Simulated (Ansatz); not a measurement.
**Mercury, diamond: r²SCAN0 after r²SCAN**

Aim: see what exact exchange does to the levels, and what it costs. Spin polarisation is left out. The geometry was relaxed under r²SCAN beforehand and is kept. Exact exchange is dear, so the k-mesh is coarse, and r²SCAN is run on the same mesh for comparison.

Computed with Ansatz 0.2.0 (DFT, plane waves (500 eV) with PBE-made PAW files, scalar-relativistic; functionals as named at each step, unless a step says otherwise).

## Step 1: The starting structure

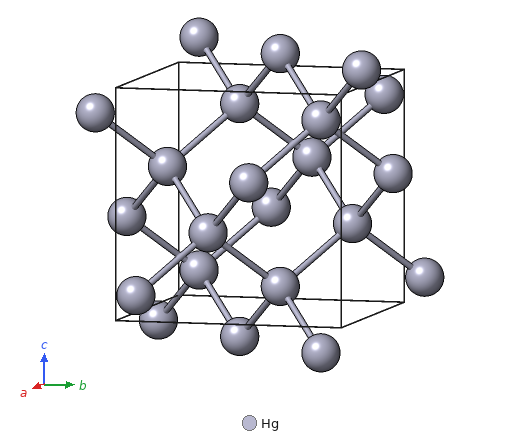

The structure, seen slightly off an axis (mercury light grey). The conventional cell is drawn; the run uses a primitive one. Any atoms on the faces are drawn again on the opposite ones, and bonded neighbours outside are added.

Structure file:

```
CELL_PARAMETERS angstrom
0.00000 3.36770 3.36770
3.36770 0.00000 3.36770
3.36770 3.36770 0.00000
ATOMIC_POSITIONS crystal
Hg 0.12500 0.12500 0.12500
Hg 0.87500 0.87500 0.87500
```

## Step 2: r²SCAN, coarse mesh

The run with r²SCAN.

Contents of input.yaml:

```yaml
crystal:
  lattice:
    - [0.0, 3.3676952321, 3.3676952321]
    - [3.3676952321, 0.0, 3.3676952321]
    - [3.3676952321, 3.3676952321, 0.0]
  atoms:
    - { symbol: Hg, position: [0.125, 0.125, 0.125] }
    - { symbol: Hg, position: [0.875, 0.875, 0.875] }
hamiltonian:
  xc: r2scan
  pseudopotentials:
    kind: paw
    azcp:
      Hg: "pseudopotentials/Hg.paw.azcp"
basis:
  ecutwfc: 500
  fft_grid_basis: typed
kpoints:
  mp_grid: { grid: [4, 4, 4], shift: [0, 0, 0] }
magnetization:
  spin_polarized: false
scf:
  occupations: { method: fermi_dirac, width: 0.1 }
```

Started as:

```bash
$ ansatz run input.yaml --threads 4 --pin off --max-ram 8192MiB --backend cpu --events-out ev --progress --plain --runs-dir out
```

Output (excerpt; [...] marks lines left out):

```text
Warning: RAYON_NUM_THREADS=4 ignored (pool sized by the plan → 4); use --threads N
[...]
Pseudopotentials: kind: paw
Pseudopotential: Hg, paw, valence charge 20, recommended cutoff 500 eV (meta_gga), <dir>
Functional definition: r2SCAN
[...]
Crystal: 2 atoms, lattice volume = 76.389 Å³
Basis set: ecut = 500 eV, 1917 PW (Γ), exchange–correlation on 144×144×144 points (64 copies of the dense FFT grid, shifted against one another)
Bands: 24, of which v1, the nominal top of the filled ones, is band 20 counted from 1 (19 counted from 0)
Symmetry: 48 space group operations
Space group: Fd-3m (ITA 227), of the structure as read, at distance tolerance 4.2e-5 Å
k-points: 8 of 64
[...]
SCF iter   1: F=—  HF=-27655.224616 eV  |F-HF|=—  |Δ(HF+E_count)|=         —  Δρ=7.21e-3  dr2=5.30e-2  dr2_τ=2.73e-3  ethr=1.77e-3  ⟨swp⟩=5.4  Hψ=765  notcnv=0
[...]
SCF iter   6: F=-27655.211889 eV  HF=-27655.211889 eV  |F-HF|=6.73e-10  |Δ(HF+E_count)|=   1.20e-7  Δρ=1.45e-6  dr2=1.66e-9  dr2_τ=1.04e-10  ethr=2.50e-10  ⟨swp⟩=3.0  Hψ=434  notcnv=0
[...]
SCF converged after 6 iterations
Free energy (F): -27655.211889 eV
[...]
E sigma→0 (E₀):  -27655.201049 eV
Entropy (-TS):   -0.021681 eV (-10.840 meV/atom)
Fermi energy:    8.044906 eV
[...]
```

Run time: 0.69 s. Hardware: 4 threads of Arm Neoverse V2, shared host; peak memory 0.44 GiB.

## Step 3: r²SCAN0 on the coarse mesh

The run with r²SCAN0.

Edit input.yaml of step 2 so:

```diff
@@ -9,3 +9,3 @@
 hamiltonian:
-  xc: r2scan
+  xc: r2scan0
   pseudopotentials:
```

Started as:

```bash
$ ansatz run input.yaml --threads 4 --pin off --max-ram 8192MiB --backend cpu --events-out ev --progress --plain --runs-dir out
```

Output (excerpt; [...] marks lines left out):

```text
Warning: RAYON_NUM_THREADS=4 ignored (pool sized by the plan → 4); use --threads N
[...]
[... 2 set-up lines as earlier in the session ...]
Functional definition: r2SCAN0
[...]
Crystal: 2 atoms, lattice volume = 76.389 Å³
Basis set: ecut = 500 eV, 1917 PW (Γ), exchange–correlation on 144×144×144 points (64 copies of the dense FFT grid, shifted against one another)
Bands: 24, of which v1, the nominal top of the filled ones, is band 20 counted from 1 (19 counted from 0)
[... 2 set-up lines as earlier in the session ...]
k-points: 8 of 64
[...]
SCF iter   1: F=—  HF=-27655.221746 eV  |F-HF|=—  |Δ(HF+E_count)|=         —  Δρ=5.81e-3  dr2=3.17e-2  dr2_τ=4.09e-3  ethr=1.77e-3  ⟨swp⟩=8.1  Hψ=794  notcnv=0
[...]
Frozen-core exchange: fock
[...]
hybrid outer 2: dexx = +2.820e-7 eV, tail = 1.02e-7 eV, Δε = 8.27e-4 eV (about 5.92e-5 eV left of the loop's levels)
hybrid SCF converged: 2 outer / 8 inner (+7 warm-up), last move |dexx| = 2.82e-7 eV, tail = 1.02e-7 eV
Stability not checked: this state was not tested for a lower state beside it, because the functional holds exact exchange (a hybrid, or Hartree-Fock), whose exchange loop this test does not read (fock_operator; see scf.lower_state_search)
Free energy (F): -27649.630268 eV
Frozen-core exchange: fock
[...]
E sigma→0 (E₀):  -27649.623216 eV
Entropy (-TS):   -0.014104 eV (-7.052 meV/atom)
Fermi energy:    8.404431 eV
[...]
--- Band table (eV; the first three rows and the last of 8) ---
[... band rows left out ...]
[...]
  guard bands above this table: 1 of the run's 24 bands, where the rule asks 3: the bands that hold charge and the lowest empty level above them stay in the table. The solve was not asked for them (output.publish_guard_bands: true or output.eigenvalues: true publishes all)
```

Wall time 5.3 s (4 threads of Arm Neoverse V2, shared host); peak memory 1.2 GiB.

## Step 4: The functionals compared

| functional | gap on the mesh | Fermi energy (eV) | SCF cycles | exchange loops | CPU time |
| --- | --- | --- | --- | --- | --- |
| r²SCAN | none (levels filled in part) | 8.045 | 6 | - | 2 s |
| r²SCAN0 | none (levels filled in part) | 8.404 | 15 | 2 | 17 s |

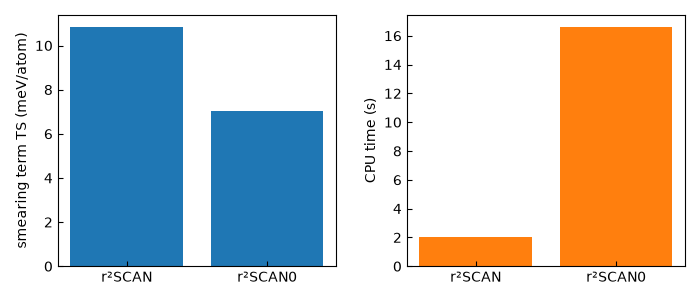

Smearing term and CPU time by functional.

## Step 5: What came out

| quantity | value |
| --- | --- |
| r²SCAN: gap | none (levels filled in part) |
| r²SCAN0: gap | none (levels filled in part) |
| r²SCAN0: SCF cycles, exchange loops | 15, 2 |
| r²SCAN0: CPU time over that of r²SCAN | 8.1 |
| r²SCAN0: relative to alpha-Hg (rhombohedral) | +180 meV/atom |

In words: Neither r²SCAN nor r²SCAN0 shows a clean gap on this mesh. The hybrid took 8.1 times as much CPU time as r²SCAN on the same settings. The exchange operator of r²SCAN0 was renewed in 2 outer loops. To compare with dense-mesh energies, the change of r²SCAN from this mesh and smearing to its dense run (-38.6 meV/atom, from a run not shown) is added. Under r²SCAN0 it lies 180 meV/atom above alpha-Hg (rhombohedral) (computed apart in the same way); on such meshes a few tens of meV are uncertain for metals. Absolute energies differ from functional to functional, by eV per atom at times, and say nothing by themselves.
